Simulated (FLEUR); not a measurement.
## FeO (Wuestite): parallel and opposed starts

A self-consistent run ends on one state, which hangs on the start. Several orders of FeO (Wuestite) are started in FLEUR and their energies compared.

Calculated with FLEUR MaX-R8.1; LDA (VWN) with U = 4.5 eV on Fe d (around mean field); all-electron FLAPW, Dirac cores, scalar-relativistic bands.

The database entry behind the starting cell differs from later determinations by our own check (inexact against later determinations), so it need not match the best structure at ambient conditions.

### 1. The starting structure

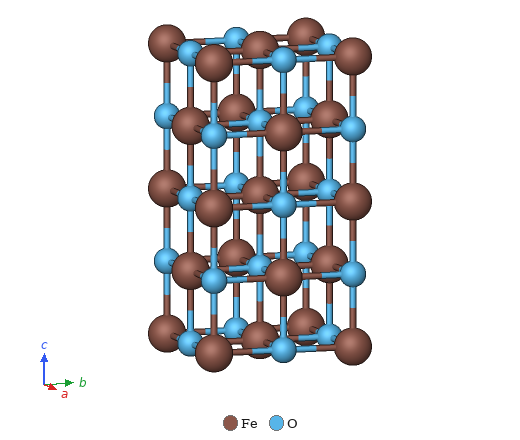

The cell as given, slightly off an axis (iron brown, oxygen blue). 1×1×2 cells are drawn. This picture shows the conventional cell, with its axes. Some periodic images of atoms are drawn too.

Coordinates:

```xyz
2
Lattice="0.0000 2.1554 2.1554 2.1554 0.0000 2.1554 2.1554 2.1554 0.0000" Properties=species:S:1:pos:R:3 pbc="T T T"
Fe    0.0000    0.0000    0.0000
O     2.1554    2.1554    2.1554
```

### 2. Run 1 (ferro +)

The parallel start comes first: it shows whether parallel moments hold. A Hubbard U in the around-mean-field form acts on the open shell.

inpgen writes inp.xml from crystal.txt; cutoffs, mixing, functional, smearing and local orbitals are then set in the file. The k list default-1 (kpts.xml, not shown) is a Γ-centred 8×8×8 mesh; where the ranks do not divide the number of points, some are split in two of half the weight.

inp.xml reads:

```
<?xml version="1.0" encoding="UTF-8" standalone="no"?>
<fleurInput fleurInputVersion="0.39">
   <comment>
      FeO
   </comment>
   <calculationSetup>
      <cutoffs Kmax="4.2" Gmax="16.8" GmaxXC="16.8" numbands="0"/>
      <scfLoop itmax="130" minDistance="0.0001" maxIterBroyd="15" imix="Anderson" alpha="0.05" precondParam="0.7" spinf="2.0" sdNocoIR="T"/>
      <coreElectrons ctail="T" frcor="F" kcrel="1" coretail_lmax="0"/>
      <xcFunctional name="vwn" relativisticCorrections="F"/>
      <magnetism jspins="2"/>
      <soc l_soc="F" theta="0.0" phi="0.0" spav="F"/>
      <expertModes spex="0" secvar="F"/>
      <geometryOptimization l_f="F" forcealpha="1.0" forcemix="BFGS" epsdisp="0.00001" epsforce="0.00001"/>
      <ldaU l_linMix="F" mixParam="0.05" spinf="1.0"/>
   </calculationSetup>
   <cell>
      <bzIntegration valenceElectrons="22.0" mode="hist" fermiSmearingEnergy="0.00110248">
         <kPointListSelection listName="default-1"/>
         <xi:include xmlns:xi="http://www.w3.org/2001/XInclude" href="kpts.xml"> </xi:include>
      </bzIntegration>
      <xi:include xmlns:xi="http://www.w3.org/2001/XInclude" href="sym.xml"> </xi:include>
      <bulkLattice scale="1.0">
         <bravaisMatrix>
            <row-1>    0.0000000000000000     4.0731156889628402     4.0731156889628402</row-1>
            <row-2>    4.0731156889628402     0.0000000000000000     4.0731156889628402</row-2>
            <row-3>    4.0731156889628402     4.0731156889628402     0.0000000000000000</row-3>
         </bravaisMatrix>
      </bulkLattice>
   </cell>
   <atomSpecies>
      <species name="Iron (Fe) 4.000" element="Fe" atomicNumber="26">
         <mtSphere radius="2.54" gridPoints="839" logIncrement="0.015"/>
         <atomicCutoffs lmax="10" lnonsphr="8"/>
         <electronConfig flipSpins="F">
            <coreConfig>(1s1/2) (2s1/2) (2p1/2) (2p3/2)</coreConfig>
            <valenceConfig>(3s1/2) (3p1/2) (3p3/2) (4s1/2) (3d3/2) (3d5/2)</valenceConfig>
            <stateOccupation state="(3d3/2)" spinUp="2.0" spinDown="0.4"/>
            <stateOccupation state="(3d5/2)" spinUp="3.0" spinDown="0.6"/>
         </electronConfig>
         <energyParameters s="4" p="4" d="3" f="4"/>
         <ldaU l="2" U="4.5" J="0.0" l_amf="T"/>
         <lo type="SCLO" l="0" n="3" eDeriv="0"/>
         <lo type="SCLO" l="1" n="3" eDeriv="0"/>
      </species>
      <species name="Oxygen (O)" element="O" atomicNumber="8">
         <mtSphere radius="1.43" gridPoints="473" logIncrement="0.022"/>
         <atomicCutoffs lmax="6" lnonsphr="4"/>
         <electronConfig flipSpins="F">
            <coreConfig>(1s1/2)</coreConfig>
            <valenceConfig>(2s1/2) (2p1/2) (2p3/2)</valenceConfig>
            <stateOccupation state="(2p1/2)" spinUp="0.666667" spinDown="0.666667"/>
            <stateOccupation state="(2p3/2)" spinUp="1.333333" spinDown="1.333333"/>
         </electronConfig>
         <energyParameters s="2" p="2" d="3" f="4"/>
      </species>
   </atomSpecies>
   <atomGroups>
      <atomGroup species="Iron (Fe) 4.000">
         <relPos label="                   1">.0000000000 .0000000000 .0000000000</relPos>
         <force calculate="T" relaxXYZ="TTT"/>
      </atomGroup>
      <atomGroup species="Oxygen (O)">
         <relPos label="                   2">1.000/2.000 1.000/2.000 1.000/2.000</relPos>
         <force calculate="T" relaxXYZ="TTT"/>
      </atomGroup>
   </atomGroups>
   <output dos="F" band="F" slice="F">
      <bandDOS minEnergy="-.5*Htr" maxEnergy="0.5*Htr" sigma="0.015" storeEVData="T"/>
      <plotting iplot="0" polar="F">
         <plot TwoD="T" vec1="  1.0  0.0  0.0" vec2="  0.0  1.0  0.0" vec3="  0.0  0.0  1.0" zero="  0.0  0.0  0.0" file="plot"/>
      </plotting>
      <moessbauerParams electricFieldGradient="F" isomerShift="F" coreHyperfine="F" valenceHyperfine="F"/>
   </output>
</fleurInput>
```

crystal.txt reads:

```
FeO
&input film=F cartesian=F /
0.00000000000  2.15540000000  2.15540000000
2.15540000000  0.00000000000  2.15540000000
2.15540000000  2.15540000000  0.00000000000
1.8897261246
1.0 1.0 1.0

2
26 0.00000000000  0.00000000000  0.00000000000 : 4.000
8 0.50000000000  0.50000000000  0.50000000000

&kpt div1=8 div2=8 div3=8 gamma=T /
```

Run with:

```console
> OMP_NUM_THREADS=1 inpgen -f crystal.txt > inpgen.log  # inp.xml is then edited as shown
> OMP_NUM_THREADS=1 mpirun -n 4 fleur_MPI > fleur.log
```

The log of the run:

```text
Welcome to FLEUR        (www.flapw.de)
      MaX-Release 8.1          (www.max-centre.eu)

 ========== k-point set info ==========
 Selected k-point list: default-1
 k-point list type: mesh
 0 x 0 x 0
 Number of k points: 32

 ------------Calculation Setup---------------------------
 Number of MPI-tasks      :            4
 Number of PE/node        :            4
 Number of OMP-threads    :            1
 k-points in parallel     :            4
 pe's per k-point         :            1
 No of k-point loops      :            8
 Eigenvalue solver        :       lapack
 Number of basis functions:          188
 Approximate size of matrices (H+S) per k-point:         0.001 GB
 --------------------------------------------------------
 no density matrix found ... skipping LDA+U
 [... lines of the core solver left out ...]
 Reset of history
 Iteration:     1   Distance:      22.08412689 me/bohr^3
 [... lines of the core solver left out ...]
 Iteration:     2   Distance:      19.61084692 me/bohr^3
 [... lines of the core solver left out ...]
 Iteration:     3   Distance:      17.20476831 me/bohr^3
 [... lines of the core solver left out ...]
 Iteration:     4   Distance:       9.23852606 me/bohr^3
 [... lines of the core solver left out ...]
 Iteration:     5   Distance:       8.89870268 me/bohr^3
 [... lines of the core solver left out ...]
 Iteration:     6   Distance:       3.86864738 me/bohr^3
 [... lines of the core solver left out ...]
 Iteration:     7   Distance:       3.87474014 me/bohr^3
 [... lines of the core solver left out ...]
 Iteration:     8   Distance:       1.12581030 me/bohr^3
 [... lines of the core solver left out ...]
 Iteration:     9   Distance:       1.13220872 me/bohr^3
 [... lines of the core solver left out ...]
 Iteration:    10   Distance:       0.52185811 me/bohr^3
 [... lines of the core solver left out ...]
 Iteration:    11   Distance:       0.50312754 me/bohr^3
 [... lines of the core solver left out ...]
[... rest left out ...]

--- out.xml (last complete iteration) ---
<iteration numberForCurrentRun="   24" overallNumber="   24">
         <energyParameters units="Htr">
            <atomicEP atomType="1" spin="1" branch="4s" branchLowest="-2.92" branchHighest="1.32" value="0.2011966943"/>
            <atomicEP atomType="1" spin="1" branch="4p" branchLowest="-1.68" branchHighest="1.82" value="0.3414422878"/>
            <atomicEP atomType="1" spin="1" branch="3d" branchLowest="-9.99" branchHighest="0.30" value="0.2183865615"/>
            <atomicEP atomType="1" spin="1" branch="4f" branchLowest="-9.99" branchHighest="2.95" value="0.6600738983"/>
            <loAtomicEP atomType="1" spin="1" branch="3s" branchLowest="-29.49" branchHighest="-2.92" value="-2.9204275377"/>
            <loAtomicEP atomType="1" spin="1" branch="3p" branchLowest="-25.07" branchHighest="-1.68" value="-1.6871868806"/>
            <atomicEP atomType="2" spin="1" branch="2s" branchLowest="-18.17" branchHighest="0.84" value="-0.4192014986"/>
            <atomicEP atomType="2" spin="1" branch="2p" branchLowest="-9.99" branchHighest="1.19" value="0.0211114121"/>
            <atomicEP atomType="2" spin="1" branch="3d" branchLowest="-9.99" branchHighest="5.89" value="0.3042146736"/>
            <atomicEP atomType="2" spin="1" branch="4f" branchLowest="-9.99" branchHighest="10.22" value="0.4643507176"/>
            <atomicEP atomType="1" spin="2" branch="4s" branchLowest="-2.77" branchHighest="1.40" value="0.2201544947"/>
            <atomicEP atomType="1" spin="2" branch="4p" branchLowest="-1.54" branchHighest="1.90" value="0.3538571931"/>
            <atomicEP atomType="1" spin="2" branch="3d" branchLowest="-9.99" branchHighest="0.44" value="0.3277263274"/>
            <atomicEP atomType="1" spin="2" branch="4f" branchLowest="-9.99" branchHighest="3.02" value="0.6672442815"/>
            <loAtomicEP atomType="1" spin="2" branch="3s" branchLowest="-29.42" branchHighest="-2.77" value="-2.7745641440"/>
            <loAtomicEP atomType="1" spin="2" branch="3p" branchLowest="-25.02" branchHighest="-1.54" value="-1.5457938801"/>
            <atomicEP atomType="2" spin="2" branch="2s" branchLowest="-18.16" branchHighest="0.86" value="-0.4003618366"/>
            <atomicEP atomType="2" spin="2" branch="2p" branchLowest="-9.99" branchHighest="1.22" value="0.0358373848"/>
            <atomicEP atomType="2" spin="2" branch="3d" branchLowest="-9.99" branchHighest="5.92" value="0.3145236474"/>
            <atomicEP atomType="2" spin="2" branch="4f" branchLowest="-9.99" branchHighest="10.25" value="0.4746450703"/>
         </energyParameters>
         <bandgap value="0.0000348891" units="eV"/>
         <sumValenceSingleParticleEnergies value="-13.6963932319" units="Htr"/>
         <FermiEnergy value="0.3415572951" units="Htr"/>
         <valenceDensity>
            <mtCharges spin="1">
               <mtCharge atomType="1" total="9.4352377" s="1.1880904" p="3.2369758" d="4.9257694" f="0.0587916"/>
               <mtCharge atomType="2" total="2.4135746" s="0.7210891" p="1.6867844" d="0.0049964" f="0.0005954"/>
            </mtCharges>
            <mtCharges spin="2">
               <mtCharge atomType="1" total="5.7929094" s="1.1578277" p="3.2138668" d="1.3476029" f="0.0528140"/>
               <mtCharge atomType="2" total="2.1363732" s="0.6912588" p="1.4419146" d="0.0029817" f="0.0001867"/>
            </mtCharges>
            <spinDependentCharge spin="1" total="12.9855839" interstitial="1.1367716" mtSpheres="11.8488123"/>
            <spinDependentCharge spin="2" total="9.0144161" interstitial="1.0851335" mtSpheres="7.9292826"/>
            <totalCharge value="22.0000000000"/>
         </valenceDensity>
         <allElectronCharges>
            <spinDependentCharge spin="1" total="18.9855910" interstitial="1.1367721" mtSpheres="17.8488189"/>
            <spinDependentCharge spin="2" total="15.0144090" interstitial="1.0851340" mtSpheres="13.9292751"/>
            <totalCharge value="33.9999999989"/>
         </allElectronCharges>
         <magneticMomentsInMTSpheres units="muBohr">
            <globalMagMoment atomType="1" vec="0.00000   0.00000   3.64234"/>
            <localMagMoment atomType="1" vec="0.00000   0.00000   3.64234"/>
            <globalMagMoment atomType="2" vec="0.00000   0.00000   0.27720"/>
            <localMagMoment atomType="2" vec="0.00000   0.00000   0.27720"/>
         </magneticMomentsInMTSpheres>
         <moessbauerParams unitsHFF="kG" unitsIS="e/bohr^3" unitsEFG="Htr/bohr^2">
         </moessbauerParams>
         <totalEnergy value="    -1344.8601856320" units="Htr">
            <sumOfEigenvalues value="     -771.1942456328">
               <coreElectrons value="-757.4978524010"/>
               <valenceElectrons value="-13.6963932319"/>
            </sumOfEigenvalues>
            <densityCoulombPotentialIntegral value="-2051.0565568422"/>
            <densityEffectivePotentialIntegral value="-2132.7765627227"/>
            <chargeDenXCDenIntegral value="-61.7702168627"/>
            <FockExchangeEnergyValence value="0.0000000000"/>
            <FockExchangeEnergyCore value="0.0000000000"/>
            <atomTypeDependentContributions atomType="1">
               <electronNucleiInteractionDifferentMTs value="1520.0749484894"/>
               <MadelungTerm value="-8.5382859243"/>
            </atomTypeDependentContributions>
            <atomTypeDependentContributions atomType="2">
               <electronNucleiInteractionDifferentMTs value="86.1032695367"/>
               <MadelungTerm value="-4.9496512799"/>
            </atomTypeDependentContributions>
            <dftUCorrection value="-0.5221477922"/>
            <tkbTimesEntropy value="0.0002530129"/>
            <freeEnergy value="-1344.8604386449"/>
            <extrapolationTo0K value="-1344.8603121385"/>
         </totalEnergy>
         <ldaUDensityMatrix>
            <densityMatrixFor spin="1" atomType="1" uIndex="1" l="2" U="4.50000000" J="0.00000000">
               (+0.98987,+0.00000) (+0.00000,+0.00000) (+0.00000,+0.00000) (+0.00000,+0.00000) (+0.02360,+0.00000)
               (+0.00000,+0.00000) (+0.96628,+0.00000) (+0.00000,+0.00000) (+0.00000,+0.00000) (+0.00000,+0.00000)
               (+0.00000,+0.00000) (+0.00000,+0.00000) (+1.01347,+0.00000) (+0.00000,+0.00000) (+0.00000,+0.00000)
               (+0.00000,+0.00000) (+0.00000,+0.00000) (+0.00000,+0.00000) (+0.96628,+0.00000) (+0.00000,+0.00000)
               (+0.02360,+0.00000) (+0.00000,+0.00000) (+0.00000,+0.00000) (+0.00000,+0.00000) (+0.98987,+0.00000)
            </densityMatrixFor>
            <densityMatrixFor spin="2" atomType="1" uIndex="1" l="2" U="4.50000000" J="0.00000000">
               (+0.25154,+0.00000) (+0.00000,+0.00000) (+0.00000,+0.00000) (+0.00000,+0.00000) (-0.08989,+0.00000)
               (+0.00000,+0.00000) (+0.34143,+0.00000) (+0.00000,+0.00000) (+0.00000,+0.00000) (+0.00000,+0.00000)
               (+0.00000,+0.00000) (+0.00000,+0.00000) (+0.16165,+0.00000) (+0.00000,+0.00000) (+0.00000,+0.00000)
               (+0.00000,+0.00000) (+0.00000,+0.00000) (+0.00000,+0.00000) (+0.34143,+0.00000) (+0.00000,+0.00000)
               (-0.08989,+0.00000) (+0.00000,+0.00000) (+0.00000,+0.00000) (+0.00000,+0.00000) (+0.25154,+0.00000)
            </densityMatrixFor>
         </ldaUDensityMatrix>
         <ldaUDensityMatrixConvergence>
            <distance spin="1" distance="0.000001"/>
            <distance spin="2" distance="0.000001"/>
         </ldaUDensityMatrixConvergence>
         <densityConvergence units="me/bohr^3">
            <chargeDensity spin="1" distance="0.0000323358"/>
            <chargeDensity spin="2" distance="0.0000361142"/>
            <overallChargeDensity distance="0.0000412610"/>
            <spinDensity distance="0.0000547468"/>
         </densityConvergence>
      </iteration>
```

Wall time 11 s (4 MPI ranks of Arm Neoverse V2, shared host); peak memory 0.21 GiB.

Spin moment in the muffin-tin sphere by atom:

```csv
atom,spin moment in the muffin-tin sphere (μB)
Fe1,3.64
O2,0.28
```

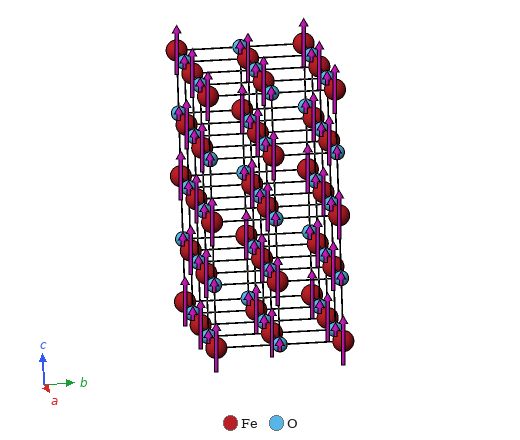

Spin moment in the muffin-tin sphere as arrows, the longest 3.64 μB. Up and down stand for the sign. Arrows give size and sign along the axis of quantisation, drawn up and down the page. Each arrow also spans its atom, so small moments look longer than they are. 2×1×2 conventional cells are drawn. Some periodic images of atoms are drawn too.

Numbers from this step:

* free energy: -36595.5168 eV
* program's band gap on this mesh (in a metal only a level spacing): 3.49e-5 eV
* magnetization: 3.971 μB
* final state: ferromagnetic

After 24 cycles the largest moment stands at 3.64 μB.

[end of part 1 of 3]

[Logs and program files are shortened in this print: banners, set-up blocks, solver, clock and traceback lines can be left out without a mark of their own.]

[Logs are printed without paths, hosts, clocks, repeated set-up lines and the standing remarks that a program may print on its own settings, such as how far it seeks lower states.]

[Hosts, paths, dates, database ids (printed as entryN), source tags and the programs' standing remarks are cut or masked in the printed files.]

[Where a cell is said to come from a database of computed structures, the database is the Materials Project.]
